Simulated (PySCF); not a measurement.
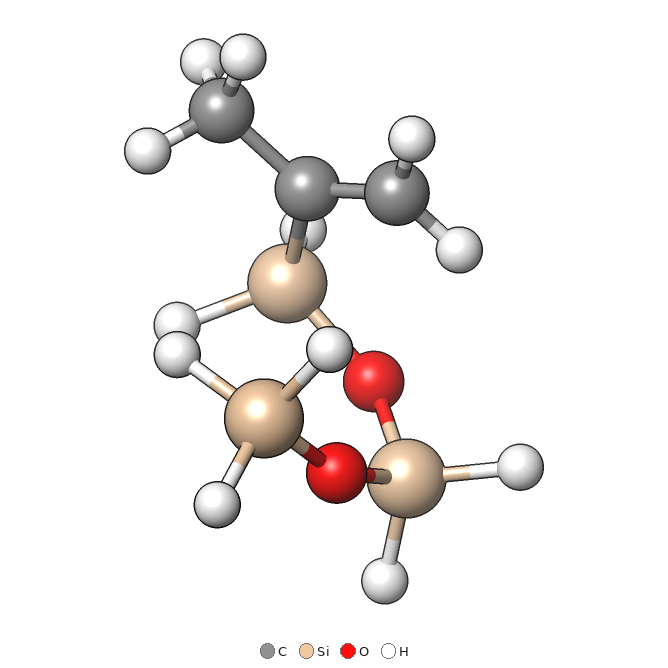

Ball-and-stick drawing of a structure.

What does the picture show?

It has 20 atoms: 3 carbon, 12 hydrogen, 2 oxygen and 3 silicon (C3H12O2Si3). As SMILES it reads `C=C(C)[SiH2]O[SiH2]O[SiH3]`. It has no ring. Among its groups: alkene, Si–H bond, Si–O bond. The point group is C1. Coordination: 2 C trigonal planar; 1 C tetrahedral; 3 Si tetrahedral; 2 O bent.

The parts below concern this one geometry. Atoms keep their numbers from picture to picture. Computed geometry: PBE0-D3(BJ)/def2-SVP optimisation. No frequency run is at hand to confirm it as a minimum.

**Excitation**

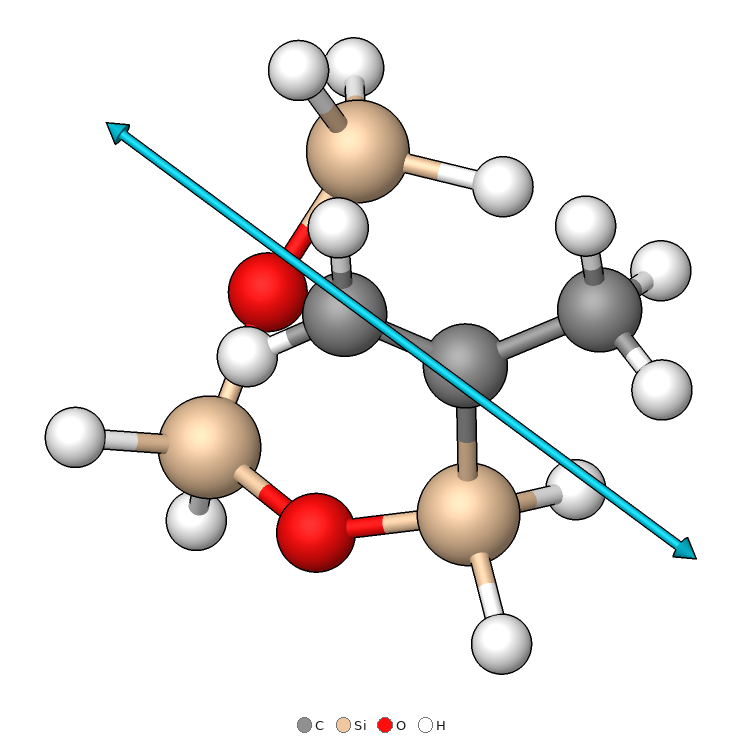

The double arrow shows the direction of the transition dipole to excited singlet state 3 (its length means nothing). No frequency run is at hand to confirm it as a minimum. Level of theory: TDDFT CAM-B3LYP/def2-SVPD, vertical, gas phase, core orbitals frozen in the response (PySCF 2.14.0).

Give its energy, strength and character.

7.27 eV (170 nm), oscillator strength 0.038, mainly HOMO → LUMO+1 (weight 0.61); transition dipole 1.17 D.

**Quadrupole coupling**

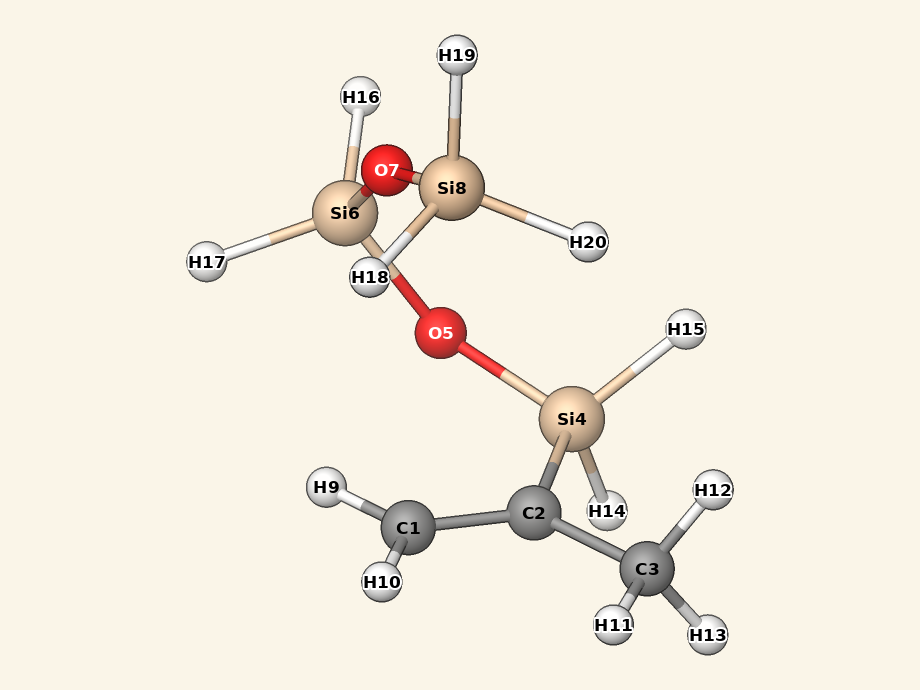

No frequency run is at hand to confirm it as a minimum. Electric field gradients from the ground-state density, PBE0/pcSseg-1 (PySCF 2.14.0), non-relativistic apart from any core potentials.

Give the largest field-gradient component, the quadrupole coupling constant and the asymmetry for 17O at O5 (Q = −25.6 mb), 17O at O7 (Q = −25.6 mb).

```
atom  V_zz (a.u.)  e²qQ/h (MHz)     η
  O5        1.081         −6.50  0.29
  O7        1.184         −7.12  0.14
```

**NMR shielding**

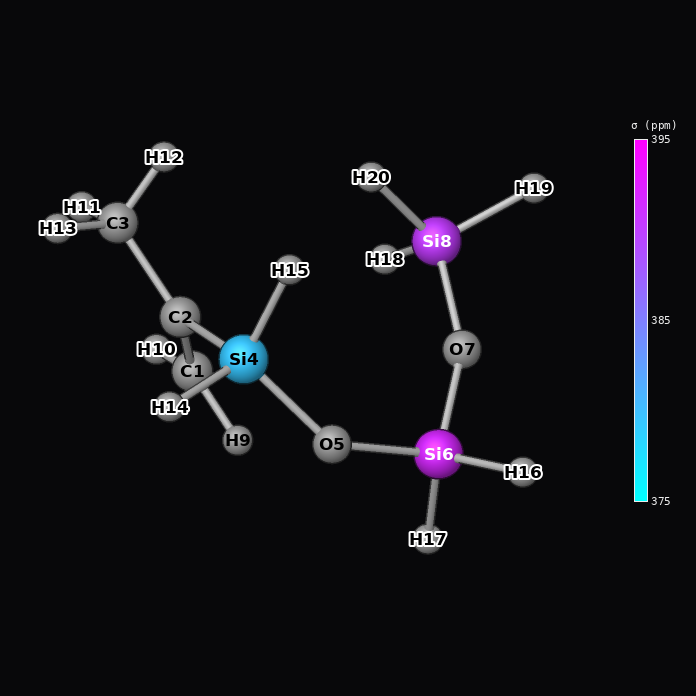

Atoms are coloured by their isotropic NMR shieldings (Si only, the others grey). No frequency run is at hand to confirm it as a minimum. Level of theory: GIAO PBE0/pcSseg-1 NMR shielding, non-relativistic, gas phase (PySCF 2.14.0).

List the isotropic NMR shieldings of the Si atoms.

```csv
atom,σ (ppm)
Si4,379.4
Si6,391.7
Si8,390.3
```
